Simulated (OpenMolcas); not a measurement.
Excited-state calculation of SiNH3O (part 2 of 3)

SiNH3O, SMILES N[Si]O; CASPT2/ANO-RCC-VDZP, DKH2 (OpenMolcas 26.06). The geometry comes from this level: GFN2-xTB.

Geometry of the input (Å):
```
N  -0.7739  0.1238  -0.5175
Si 0.6498  -0.8336  -0.6074
O  1.4581  -0.3991  0.7346
H  -1.4983  0.0841  -1.2128
H  -0.9942  0.7876  0.2158
H  1.1585  0.2372  1.3873
```

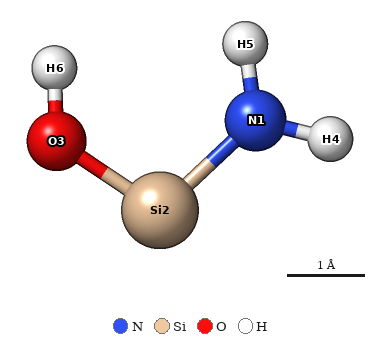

The structure as given in the input (ball-and-stick view, seen on its broad side; atoms are numbered from 1 in the order of the input).

### The program's output, continued
```
      Average CI energy                            -420.64990342
      RASSCF energy for state  3                   -420.56198492
      Super-CI energy                                -0.00000000
      RASSCF energy change                           -0.00000000
      Max change in MO coefficients               1.784E-05
      Max non-diagonal density matrix element    -1.654E-05
      Maximum BLB matrix element                 -3.798E-07
      (orbital pair  12,  36 in symmetry   1)
      Norm of electronic gradient            1.429E-01
--

      Final state energy(ies):
      ------------------------

::    RASSCF root number  1 Total energy:   -420.79921040
::    RASSCF root number  2 Total energy:   -420.58851494
::    RASSCF root number  3 Total energy:   -420.56198492
      Von Neumann Entropy (Root   1) =  0.18804

      Mulliken population analysis for root number:  1
      -----------------------------------------------

++    Molecular charges:
      ------------------

      Mulliken charges per centre
      ---------------------------

                N1      SI2     O3      H4      H5      H6
      Total    7.2176 13.3791  8.4161  0.9937  0.9936  0.9998

      N-E     -0.2176  0.6209 -0.4161  0.0063  0.0064  0.0002

      Total electronic charge=   32.000000

      Total            charge=   -0.000000
--

      Expectation values of various properties for root number:  1
      -----------------------------------------------------------

++    Molecular properties:
      ---------------------

      Charge (e):
                      =   -0.0000
      Dipole Moment (debye):
      Origin of the operator (angstrom)=    0.4807   -0.4403   -0.1983
                   X= -2.6013E+00               Y=  2.5377E+00               Z=  1.3032E+00           Total=  3.8607E+00
      Quadrupole Moment (debye*angstrom):
      Origin of the operator (angstrom)=    0.4807   -0.4403   -0.1983
                  XX= -2.4698E+01              XY= -2.2539E-01              XZ=  5.5514E-01              YY= -2.4963E+01
                  YZ=  7.8465E-01              ZZ= -2.4037E+01
      In traceless form (debye*angstrom)
                  XX= -1.9779E-01              XY= -3.3809E-01              XZ=  8.3271E-01              YY= -5.9558E-01
                  YZ=  1.1770E+00              ZZ=  7.9337E-01
--

      LoProp population analysis for root number:  1
      -----------------------------------------------

++    LoProp analysis:
      ----------------

++    Static properties:
      ------------------

      LoProp Charges per center

                   N1       SI2      O3       H4       H5       H6
      Nuclear      7.0000  14.0000   8.0000   1.0000   1.0000   1.0000
      Electronic  -7.7031 -13.3416  -8.7300  -0.7620  -0.7723  -0.6910

      Total       -0.7031   0.6584  -0.7300   0.2380   0.2277   0.3090
--

      Natural Bond Order analysis for root number:  1

++    Natural Bond Order analysis
      ---------------------------
      Based on LoProp computed density
      -------------------------------------------------------------------------------------
      Atom A       Atom B       Bond Order
        N1           SI2            0.797
      -------------------------------------------------------------------------------------
      NBO located      1.594 electrons involved in    1 bonds.
      NBO located      0.995 non-bonded electrons on atom N1
      NBO located      1.007 non-bonded electrons on atom SI2
      NBO located      0.995 non-bonded electrons on atom SI2
      NBO located      1.000 non-bonded electrons on atom SI2
      NBO located      0.999 non-bonded electrons on atom SI2
      NBO located      0.998 non-bonded electrons on atom SI2
      NBO located      0.999 non-bonded electrons on atom O3
      The remaining    9.188 electrons are to be considered as diffuse
--

--

      Von Neumann Entropy (Root   2) =  1.08810

      Mulliken population analysis for root number:  2
      -----------------------------------------------

++    Molecular charges:
      ------------------

      Mulliken charges per centre
      ---------------------------

                N1      SI2     O3      H4      H5      H6
      Total    7.2265 13.4917  8.3995  0.9829  0.9489  0.9505

      N-E     -0.2265  0.5083 -0.3995  0.0171  0.0511  0.0495

      Total electronic charge=   32.000000

      Total            charge=   -0.000000
--

      Expectation values of various properties for root number:  2
      -----------------------------------------------------------

++    Molecular properties:
      ---------------------

      Charge (e):
                      =   -0.0000
      Dipole Moment (debye):
      Origin of the operator (angstrom)=    0.4807   -0.4403   -0.1983
                   X= -2.1003E+00               Y=  1.3347E+00               Z=  4.3398E-02           Total=  2.4889E+00
      Quadrupole Moment (debye*angstrom):
      Origin of the operator (angstrom)=    0.4807   -0.4403   -0.1983
                  XX= -2.5410E+01              XY= -2.7290E+00              XZ=  7.6680E-01              YY= -2.5503E+01
                  YZ=  4.7835E+00              ZZ= -2.3062E+01
      In traceless form (debye*angstrom)
                  XX= -1.1275E+00              XY= -4.0934E+00              XZ=  1.1502E+00              YY= -1.2673E+00
                  YZ=  7.1752E+00              ZZ=  2.3948E+00
--

      LoProp population analysis for root number:  2
      -----------------------------------------------

++    LoProp analysis:
      ----------------

++    Static properties:
      ------------------

      LoProp Charges per center

                   N1       SI2      O3       H4       H5       H6
      Nuclear      7.0000  14.0000   8.0000   1.0000   1.0000   1.0000
      Electronic  -7.7390 -13.3679  -8.7406  -0.7573  -0.7380  -0.6572

      Total       -0.7390   0.6321  -0.7406   0.2427   0.2620   0.3428
--

      Natural Bond Order analysis for root number:  2

++    Natural Bond Order analysis
      ---------------------------
      Based on LoProp computed density
      -------------------------------------------------------------------------------------
      Atom A       Atom B       Bond Order
      -------------------------------------------------------------------------------------
      NBO located      1.002 non-bonded electrons on atom N1
      NBO located      0.904 non-bonded electrons on atom N1
      NBO located      0.994 non-bonded electrons on atom SI2
      NBO located      1.000 non-bonded electrons on atom SI2
      NBO located      0.999 non-bonded electrons on atom SI2
      NBO located      0.998 non-bonded electrons on atom SI2
      NBO located      0.999 non-bonded electrons on atom SI2
      NBO located      0.999 non-bonded electrons on atom O3
      The remaining    9.670 electrons are to be considered as diffuse
--

--

      Von Neumann Entropy (Root   3) =  1.13348

      Mulliken population analysis for root number:  3
      -----------------------------------------------

++    Molecular charges:
      ------------------

      Mulliken charges per centre
      ---------------------------

                N1      SI2     O3      H4      H5      H6
      Total    7.0841 12.7262  8.2408  1.1091  1.3251  1.5148

      N-E     -0.0841  1.2738 -0.2408 -0.1091 -0.3251 -0.5148

      Total electronic charge=   32.000000

      Total            charge=   -0.000000
--

      Expectation values of various properties for root number:  3
      -----------------------------------------------------------

++    Molecular properties:
      ---------------------

      Charge (e):
                      =   -0.0000
      Dipole Moment (debye):
      Origin of the operator (angstrom)=    0.4807   -0.4403   -0.1983
                   X=  8.1245E-01               Y= -4.7601E+00               Z= -6.0584E+00           Total=  7.7475E+00
      Quadrupole Moment (debye*angstrom):
      Origin of the operator (angstrom)=    0.4807   -0.4403   -0.1983
                  XX= -3.5250E+01              XY=  9.7691E-01              XZ= -9.8082E-01              YY= -3.3931E+01
                  YZ= -9.9753E-01              ZZ= -3.4965E+01
      In traceless form (debye*angstrom)
                  XX= -8.0196E-01              XY=  1.4654E+00              XZ= -1.4712E+00              YY=  1.1768E+00
                  YZ= -1.4963E+00              ZZ= -3.7482E-01
--

      LoProp population analysis for root number:  3
      -----------------------------------------------

++    LoProp analysis:
      ----------------

++    Static properties:
      ------------------

      LoProp Charges per center

                   N1       SI2      O3       H4       H5       H6
      Nuclear      7.0000  14.0000   8.0000   1.0000   1.0000   1.0000
      Electronic  -7.7004 -12.8089  -8.7271  -0.8575  -0.9708  -0.9354

      Total       -0.7004   1.1911  -0.7271   0.1425   0.0292   0.0646
--

      Natural Bond Order analysis for root number:  3

++    Natural Bond Order analysis
      ---------------------------
      Based on LoProp computed density
      -------------------------------------------------------------------------------------
      Atom A       Atom B       Bond Order
      -------------------------------------------------------------------------------------
      NBO located      0.996 non-bonded electrons on atom N1
      NBO located      0.981 non-bonded electrons on atom SI2
      NBO located      1.000 non-bonded electrons on atom SI2
      NBO located      0.999 non-bonded electrons on atom SI2
      NBO located      0.999 non-bonded electrons on atom SI2
      NBO located      0.998 non-bonded electrons on atom SI2
      NBO located      0.997 non-bonded electrons on atom O3
      NBO located      1.010 non-bonded electrons on atom O3
      The remaining    8.827 electrons are to be considered as diffuse
--

--

      Average orbitals are written to the RASORB file
      Natural orbitals for root   1 are written to the RASORB.1 file
      Natural orbitals for root   2 are written to the RASORB.2 file
      Natural orbitals for root   3 are written to the RASORB.3 file
      Spin density orbitals for root   1 are written to the SPDORB.1 file
      Spin density orbitals for root   2 are written to the SPDORB.2 file
      Spin density orbitals for root   3 are written to the SPDORB.3 file

--- Stop Module: rasscf /rc=_RC_ALL_IS_WELL_ ---
           step8.RasOrb.3 step8.rasscf.h5 step8.SpdOrb.1 step8.SpdOrb.2 step8.SpdOrb.3 xmldump
--- Module rasscf spent 1 second ---

--- Start Module: caspt2 ---

                                              &CASPT2

                       available to each process: 1.9 GB of memory, 1 thread

++    Wave function specifications:
      -----------------------------

      Number of closed shell electrons          18
      Number of electrons in active shells       6
      Max number of holes in RAS1 space          0
      Max number of electrons in RAS3 space      0
      Number of inactive orbitals                9
      Number of active orbitals                  6
      Number of secondary orbitals              42
      Spin quantum number                      0.0
      State symmetry                             1
      Number of CSFs                           175
      Number of CASSCF root(s) available         3
      CASPT2 state passed to geometry opt.       3
      A file JOBMIX will be created
      This is a MULTI-STATE CASSCF reference
      Number of CI roots used                    3
      These are:                                 1   2   3
      Off-diagonal elements of Heff are computed
--

++    Orbital specifications:
      -----------------------

      Symmetry species                           1
                                                 a
      Frozen orbitals                            4
      Inactive orbitals                          9
      Active orbitals                            6
      Secondary orbitals                        42
      Deleted orbitals                           0
      Number of basis functions                 61
--

++    CASPT2 specifications:
      ----------------------

      Type of calculation                        RMS-CASPT2
      Fock operator                              state-specific
      IPEA shift                                 0.25
      Real shift                                 0.00
      Imaginary shift                            0.00
      Sigma^2 regularizer                        0.30
      The input orbitals will be transformed to quasi-canonical
      The input states will be rotated to diagonalize the Fock operator
--

--------------------------------------------------------------------------------
 Estimated memory requirements:
  POLY3 :                   262414
  RHS:                      360520
  SIGMA :                   445048
  PRPCTL:                        0
 Available workspace:    232483869

  H0 in the original model space basis:
                1               2               3
   1      -38.80068012      0.00017261     -0.02849814
   2        0.00017261    -38.48304043     -0.00007544
   3       -0.02849814     -0.00007544    -38.44402080

  H0 eigenvectors:
                1               2               3
   1        0.99686258      0.00034719     -0.07915096
   2       -0.00051920      0.99999755     -0.00215264
   3        0.07915002      0.00218698      0.99686032

++ CASPT2 computation for group   1

********************************************************************************
 Multi-State initialization phase begins for group   1
--------------------------------------------------------------------------------
********************************************************************************
 Compute H0 matrices for state    1
--------------------------------------------------------------------------------
--------------------------------------------------------------------------------
 H0 matrices have been computed.

********************************************************************************
  CASPT2 EQUATION SOLUTION
--------------------------------------------------------------------------------

  Total nr of CASPT2 parameters:
   Before reduction:      258894
   After  reduction:      257658

 Variance of |WF0>:       1.6541020145

 The contributions to the second order correlation energy in atomic units.
```
